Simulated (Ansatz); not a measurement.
**doublet SnH3F+: levels of theory compared**

We compute a comparison of 5 runs (UB2PLYP/STO-3G, UB3LYP/STO-3G, UHSE06/STO-3G, UCCSDT(Q)/STO-3G, FCI/STO-3G) of doublet SnH3F+. 

The results are computed with Ansatz 0.2.0.

50 further runs of the same task are left out: 7 that didn't finish, 43 set aside as unsound or not needed.

## (1) The structure to begin with

The species is SnH3F+ (5 atoms), meant as a doublet with charge +1. As SMILES of the parent species, `[H][Sn]([H])([H])[F]`. The shape comes from GFN2-xTB, which is rough for such elements, and wasn't checked as a minimum. That shape belongs to the parent species and isn't relaxed for this state.

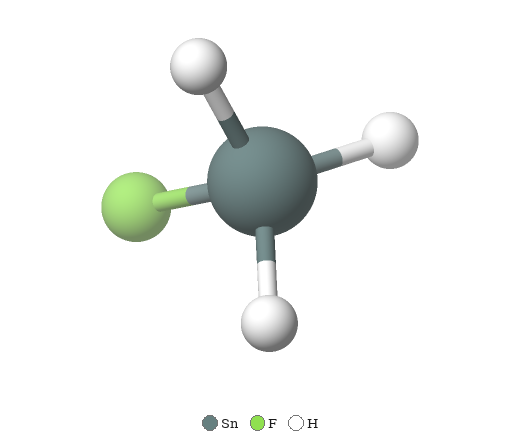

The structure, seen from a chosen angle (tin teal, fluorine green, hydrogen white).

## (2) A single-point energy at UB2PLYP/STO-3G (run 1)

Contents of in.yaml:

```yaml
crystal:
  periodic: [false, false, false]
  atoms:
    - {symbol: Sn, position_ang: [-0.002590, 0.002420, -0.166930]}
    - {symbol: F, position_ang: [0.011740, -0.019270, 1.757340]}
    - {symbol: H, position_ang: [1.619230, 0.010970, -0.538180]}
    - {symbol: H, position_ang: [-0.817750, 1.408460, -0.512480]}
    - {symbol: H, position_ang: [-0.810630, -1.402580, -0.539750]}
basis:
  gaussian:
    orbitals: STO-3G
total_charge: 1
magnetization:
  spin_polarized: true
  initial_magnetization: 1
hamiltonian:
  xc: {name: B2PLYP}
correlation:
  frozen_orbitals: {F: 1, H: 0, Sn: 18}
accuracy: high
```

Started as:

```console
ansatz run in.yaml --threads 1 --pin off --max-ram 2610MiB --events-out events.jsonl --progress --plain --runs-dir runs
```

Output:

```text
Warning: RAYON_NUM_THREADS=1 ignored (pool sized by the plan → 1); use --threads N
Functional definition: B2PLYP
  name "B2PLYP"
  parameter a = 0.53
  parameter c = 0.27
  exchange = (1 - a)*b88_x + a*exact_x
  correlation = (1 - c)*lyp_c + c*(mp2_os + mp2_ss)
640 factors; integrals over basis functions are off by at most 4.9e-9 eV
mean field evaluation 1: about -165018.6393 eV, gradient 1.9e1 eV
mean field evaluation 2: about -165018.6292 eV, gradient 1.9e1 eV
mean field evaluation 4: about -165023.4331 eV, gradient 2.0e1 eV
mean field evaluation 8: about -165026.5911 eV, gradient 8.6e-2 eV
mean field evaluation 16: about -165026.5879 eV, gradient 5.8e-4 eV
mean field evaluation 32: about -165026.5879 eV, gradient 4.6e-9 eV
mean field evaluation 64: about -165026.5879 eV, gradient 1.7e-3 eV
mean field evaluation 96: about -165026.5868 eV, gradient 5.1e-3 eV
mean field -165026.58789104 eV, -6064.6152459569 hartree, gradient 3.7e-10 eV, S^2 0.753613; 6 other end points of the search recorded, 0 dependent functions left out
19 core orbitals not correlated: weight in the atoms' cores, before any rotation towards them, 1.000 or more for the frozen orbitals, at most 0.000 for the correlated occupied ones
reference -165026.58790708 eV, -6064.6152465465 hartree; 12, 11 occupied and 4, 5 virtual orbitals, 640 factors
second order -1.59285122 eV of doubles, -0.00000000 eV of singles
Total energy: -165027.01797691 eV, -6064.6310513212 hartree
```

Wall time 65 s (1 thread of Arm Neoverse N1, shared host); peak memory 0.2 GiB.

## (3) A single-point energy at UB3LYP/STO-3G (run 2)

Contents of input.yaml:

```yaml
crystal:
  periodic: [false, false, false]
  atoms:
    - {symbol: Sn, position_ang: [-0.002590, 0.002420, -0.166930]}
    - {symbol: F, position_ang: [0.011740, -0.019270, 1.757340]}
    - {symbol: H, position_ang: [1.619230, 0.010970, -0.538180]}
    - {symbol: H, position_ang: [-0.817750, 1.408460, -0.512480]}
    - {symbol: H, position_ang: [-0.810630, -1.402580, -0.539750]}
basis:
  gaussian: {orbitals: STO-3G}
total_charge: 1
magnetization: {spin_polarized: true, initial_magnetization: 1}
hamiltonian: {xc: {name: B3LYP}}
accuracy: high
```

Started as:

```console
ansatz run input.yaml --threads 1 --pin off --max-ram 2610MiB --events-out events.jsonl --progress --plain --runs-dir runs
```

Output:

```text
Warning: RAYON_NUM_THREADS=1 ignored (pool sized by the plan → 1); use --threads N
Functional definition: B3LYP
  name "B3LYP"
  parameter a0 = 0.2
  parameter ax = 0.72
  parameter ac = 0.81
  exchange = (1 - a0 - ax)*slater_x + ax*b88_x + a0*exact_x
  correlation = (1 - ac)*vwn_rpa_c + ac*lyp_c
640 factors; integrals over basis functions are off by at most 4.9e-9 eV
mean field evaluation 1: about -165034.6799 eV, gradient 2.1e1 eV
mean field evaluation 2: about -164882.7371 eV, gradient 1.5e2 eV
mean field evaluation 4: about -165039.5055 eV, gradient 1.9e1 eV
mean field evaluation 8: about -165042.8707 eV, gradient 2.6e-1 eV
mean field evaluation 16: about -165042.8056 eV, gradient 2.2e-3 eV
mean field evaluation 32: about -165042.7688 eV, gradient 1.5e0 eV
mean field -165042.80743421 eV, -6065.2113031742 hartree, gradient 2.4e-8 eV, S^2 0.754499; 4 other end points of the search recorded, 0 dependent functions left out
reference -165042.80745927 eV, -6065.2113040953 hartree; 31, 30 occupied and 4, 5 virtual orbitals, 640 factors
Total energy: -165042.80745927 eV, -6065.2113040953 hartree
```

It took 27 s on 1 thread of Arm Neoverse N1, shared host; peak memory 0.19 GiB.

Run 3 isn't shown in full; the table further down has it.

## (4) A single-point energy at UCCSDT(Q)/STO-3G (run 4)

Edit input.yaml of step 3 so:

```diff
@@ -10,5 +10,6 @@
   gaussian: {orbitals: STO-3G}
+magnetization: {spin_polarized: true, initial_magnetization: 1}
+correlation: {method: ccsdt_q, frozen_orbitals: {F: 1, H: 0, Sn: 18}}
+accuracy: high
+scf: {omitted_lower_state_checks: [cluster_reference, increment]}
 total_charge: 1
-magnetization: {spin_polarized: true, initial_magnetization: 1}
-hamiltonian: {xc: {name: B3LYP}}
-accuracy: high
```

Started as:

```console
ansatz run input.yaml --threads 1 --pin off --max-ram 2610MiB --events-out events.jsonl --progress --plain --runs-dir runs
```

Output:

```text
Warning: RAYON_NUM_THREADS=1 ignored (pool sized by the plan → 1); use --threads N
[... 15 lines left out ...]
19 core orbitals not correlated: weight in the atoms' cores, before any rotation towards them, 1.000 or more for the frozen orbitals, at most 0.000 for the correlated occupied ones
[... 67 lines left out ...]
Total energy: -164979.91894675 eV, -6062.9001938877 hartree
Checks for a lower state left out: cluster_reference, increment
```

It took 14 s on 1 thread of Arm Neoverse N1, shared host; peak memory 0.21 GiB.

## (5) The energy at FCI/STO-3G (run 5)

Contents of run.yaml:

```yaml
basis:
  gaussian:
    orbitals: STO-3G
crystal:
  periodic: [false, false, false]
  atoms:
    - {symbol: Sn, position_ang: [-0.002590, 0.002420, -0.166930]}
    - {symbol: F, position_ang: [0.011740, -0.019270, 1.757340]}
    - {symbol: H, position_ang: [1.619230, 0.010970, -0.538180]}
    - {symbol: H, position_ang: [-0.817750, 1.408460, -0.512480]}
    - {symbol: H, position_ang: [-0.810630, -1.402580, -0.539750]}
accuracy: high
correlation:
  method: fci
  frozen_orbitals: {F: 1, H: 0, Sn: 18}
total_charge: 1
magnetization:
  spin_polarized: true
  initial_magnetization: 1
```

Started as:

```console
ansatz run run.yaml --threads 1 --pin off --max-ram 2610MiB --events-out events.jsonl --progress --plain --runs-dir runs
```

Output (excerpt; [...] marks lines left out):

```text
Warning: RAYON_NUM_THREADS=1 ignored (pool sized by the plan → 1); use --threads N
Functional definition: HF
  name "HF"
[...]
640 factors; integrals over basis functions are off by at most 4.9e-9 eV
[...]
mean field -164978.27555724 eV, -6062.8398004369 hartree, gradient 2.4e-8 eV, S^2 0.751912; 8 other end points of the search recorded, 0 dependent functions left out
19 core orbitals not correlated: weight in the atoms' cores, before any rotation towards them, 1.000 or more for the frozen orbitals, at most 0.000 for the correlated occupied ones
reference -164978.26031661 eV, -6062.8392403542 hartree; 12, 11 occupied and 4, 5 virtual orbitals, 640 factors
state -164979.91954323 eV, -6062.9002158078 hartree
Total energy: -164979.91954323 eV, -6062.9002158078 hartree
```

Run time: 3.8 min. Hardware: 1 thread of Arm Neoverse N1, shared host; peak memory 1.2 GiB.

## (6) Overview of the runs

```csv
run,level,frozen core orbitals,energy (Eh),⟨S²⟩,wall time
1,UB2PLYP/STO-3G,19,-6064.631051,0.754,65 s
2,UB3LYP/STO-3G,–,-6065.211304,0.754,27 s
3,UHSE06/STO-3G,–,-6064.870943,0.754,44 s
4,UCCSDT(Q)/STO-3G,19,-6062.900194,0.752,14 s
5,FCI/STO-3G,19,-6062.900216,–,3.8 min
```

## (7) Outcome

```
                                           quantity           value
                                run 5: total energy  -6062.90022 Eh
run 5: correlation energy (19 core orbitals frozen)       -61.0 mEh
```

In words: Against full CI in this basis: UCCSDT(Q) +0.0 mEh. Totals of different functionals can't be ranked against each other. In runs 1, 2, 3, 4, 5 the basis is minimal, so the values are rough. In runs 1, 2, 3, 4, 5 relativity is left out where basis or elements ask for it. All runs together took 6.3 min, the longest 3.8 min.
